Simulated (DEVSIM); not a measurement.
Device: Schottky contact on n-type GaAs, at 300 K.

```
layer (left to right)  material  thickness (μm)  Nd (cm⁻³)  τn (s)  τp (s)
---------------------  --------  --------------  ---------  ------  ------
1                          GaAs           0.590     1.3e16   3e-10   3e-10
```

Left contact: Schottky, work function 5.04 eV, emission velocity 1.1e7 cm/s. Right contact: ohmic. Voltage is applied to the left contact. Recombination: SRH at mid-gap. Mobility is μmin + (μ − μmin)/(1 + (N/Nref)^α).

This is a model device: material constants are rounded textbook-type values typed into the input, and sizes, dopings and lifetimes were drawn at random. Values at 300 K.

```tsv
parameter	GaAs
gap (eV)	1.424
affinity (eV)	4.07
permittivity	12.9
Nc (cm⁻³)	4.7e17
Nv (cm⁻³)	9e18
μn (cm²/Vs)	8500
μp (cm²/Vs)	400
μn,min	500
μp,min	20
Nref,n	6e16
Nref,p	1.5e17
αn	0.39
αp	0.38
```

DEVSIM, 1D drift-diffusion, Boltzmann statistics, complete ionisation; no tunnelling, impact ionisation, image-force lowering or self-heating. Metal contacts follow the ideal Schottky-Mott rule: no Fermi-level pinning, no interface dipoles.

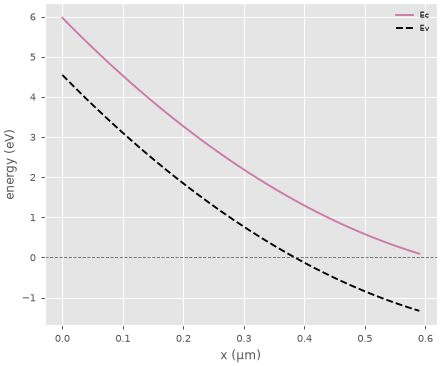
Figure: Band edges at -5.0 V on the left contact

Energies count from the Fermi level of the right contact; mesh points crowd at the junctions.

| x (μm) | Ec (eV) | Ev (eV) | n (cm⁻³) | p (cm⁻³) | field (V/cm) |
|---|---|---|---|---|---|
| 0.000 | 5.970 | 4.546 | < 1e2 | 2.1e11 | -150000 |
| 0.006602 | 5.869 | 4.445 | < 1e2 | 4.3e9 | -150000 |
| 0.01487 | 5.744 | 4.320 | < 1e2 | 3.4e7 | -150000 |
| 0.02332 | 5.617 | 4.193 | < 1e2 | 260000 | -150000 |
| 0.04061 | 5.362 | 3.938 | < 1e2 | 3900 | -150000 |
| 0.05744 | 5.119 | 3.695 | < 1e2 | 3900 | -140000 |
| 0.07851 | 4.822 | 3.398 | < 1e2 | 3800 | -140000 |
| 0.1151 | 4.326 | 2.902 | < 1e2 | 3600 | -130000 |
| 0.1441 | 3.948 | 2.524 | < 1e2 | 3500 | -130000 |
| 0.1870 | 3.420 | 1.996 | < 1e2 | 3300 | -120000 |
| 0.2407 | 2.806 | 1.382 | 140 | 2900 | -110000 |
| 0.3291 | 1.909 | 0.485 | 230 | 2200 | -93000 |
| 0.3869 | 1.400 | -0.024 | 300 | 1600 | -83000 |
| 0.4330 | 1.037 | -0.387 | 380 | 1000 | -74000 |
| 0.4752 | 0.739 | -0.685 | 180000 | 330 | -67000 |
| 0.5036 | 0.557 | -0.867 | 2.0e8 | < 1e2 | -62000 |
| 0.5262 | 0.422 | -1.002 | 3.8e10 | < 1e2 | -57000 |
| 0.5443 | 0.321 | -1.103 | 1.9e12 | < 1e2 | -54000 |
| 0.5629 | 0.224 | -1.200 | 8.1e13 | < 1e2 | -51000 |
| 0.5720 | 0.179 | -1.246 | 4.7e14 | < 1e2 | -49000 |
| 0.5809 | 0.136 | -1.288 | 2.5e15 | < 1e2 | -48000 |
| 0.5900 | 0.093 | -1.331 | 1.3e16 | < 1e2 | -47000 |
